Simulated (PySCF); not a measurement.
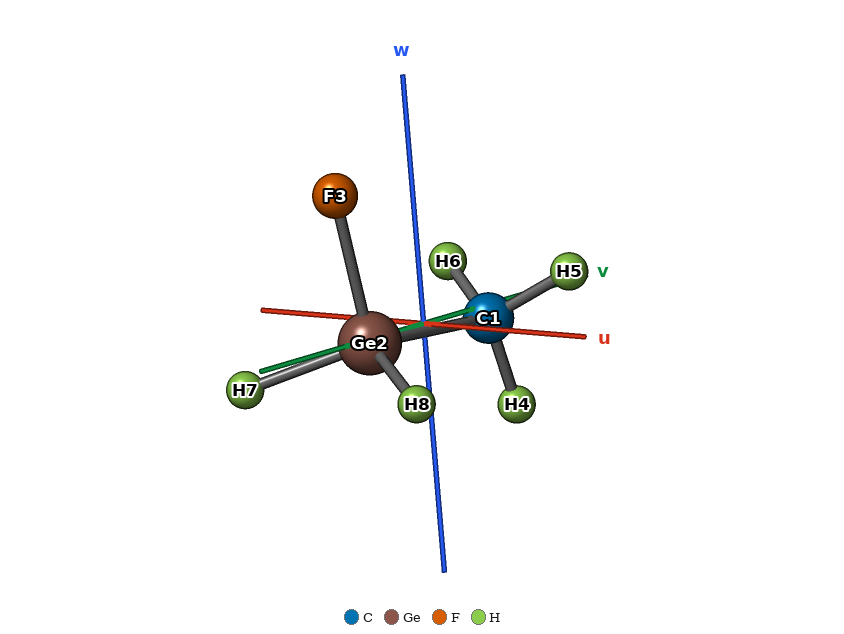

The lines u, v and w are the principal axes of the static dipole polarisability. Computed geometry: GFN2-xTB optimisation. No frequency run is at hand to confirm it as a minimum. Method: CAM-B3LYP/def2-SVPD (PySCF 2.14.0).

### Along which axis is the molecule most polarisable, and along which least?

Most along v (nearly parallel to the C1–Ge2 bond), least along w.

### Give the three principal values.

u 40.8, v 49.2, w 39.0 bohr³; mean 43.0, anisotropy 9.4 bohr³.

The geometry is semi-empirical. Around Ge such bond lengths and angles can be off by a tenth of an ångström or more and by several degrees, and values that hang on the shape move with them.
